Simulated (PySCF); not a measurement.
## Electronic structure of TiH (quartet) in real space

```yaml
atoms:
  - { symbol: Ti, position_ang: [0.0000, 0.0000, -0.0361] }
  - { symbol: H, position_ang: [0.0000, 0.0000, 1.7199] }
```

Theory: PBE0/def2-TZVP, non-relativistic Hamiltonian with scalar-relativistic core potentials where named, at a bond length of 1.756 Å (PySCF 2.14.0).

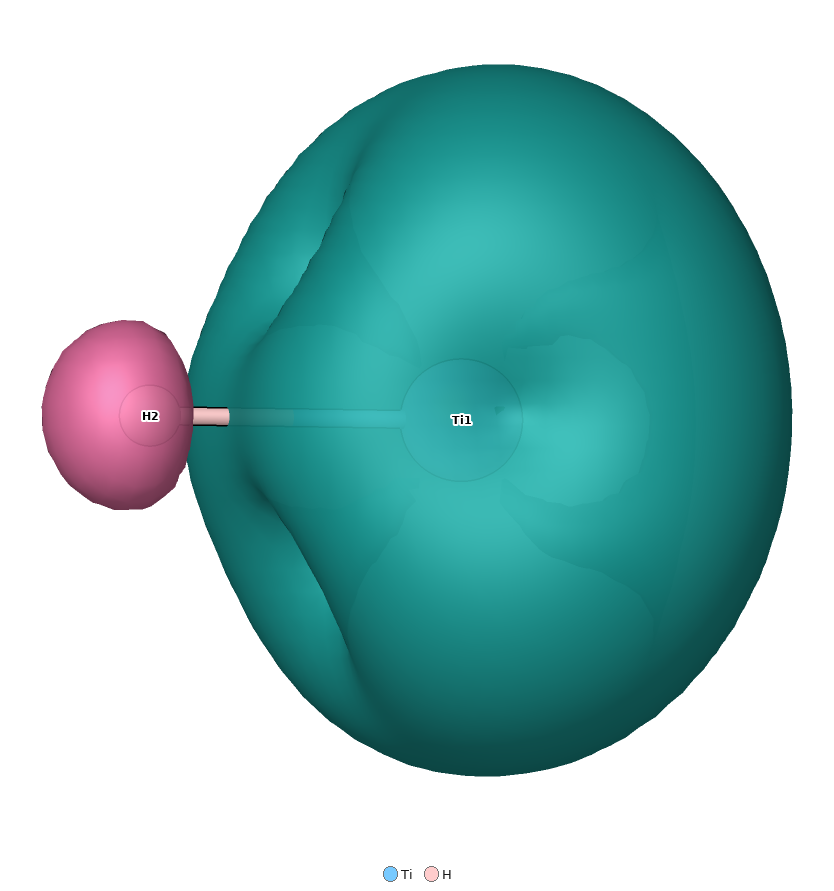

Figure 1. Isosurfaces of the spin density (α minus β) at +0.02 (teal) and −0.02 e/Å³ (pink), seen from one side.

Describe the spin distribution.

Answer. The unpaired spin (3 electrons) lies mostly on Ti1 (about 3.0), in electrons by Hirshfeld's partition.

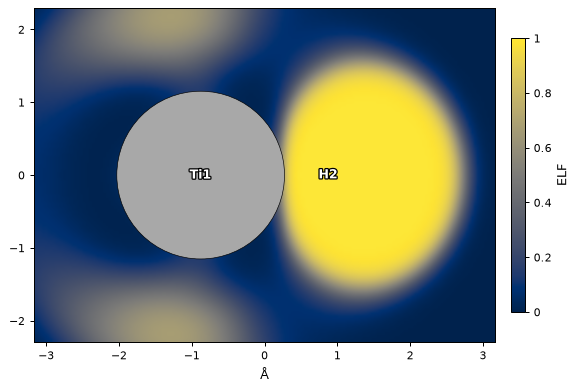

Figure 2. ELF on a plane that holds the molecular axis. Grey discs cover the atomic cores.

Interpret the plot.

Answer.
- Atoms in the plane: Ti and H.
- Ti–H (1.76 Å): the ELF climbs to about 1 towards the hydrogen.

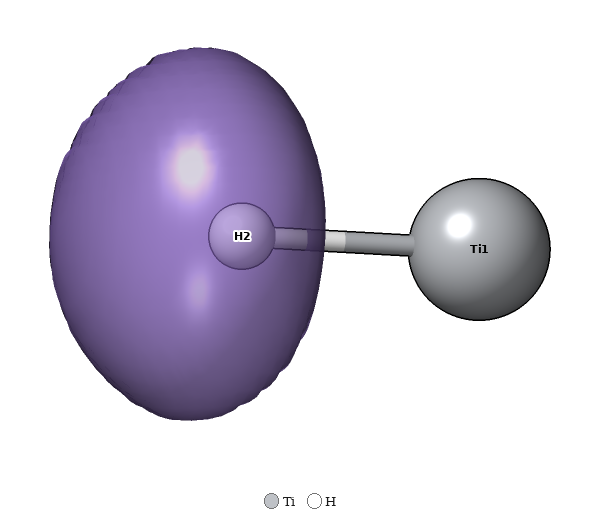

Figure 3. Isosurface of the electron localisation function at 0.9 (purple), seen from one side. Core shells and regions of very low density are left out.

Where are the electrons localised?

Answer. At this value the surface marks out one region around a hydrogen nucleus.
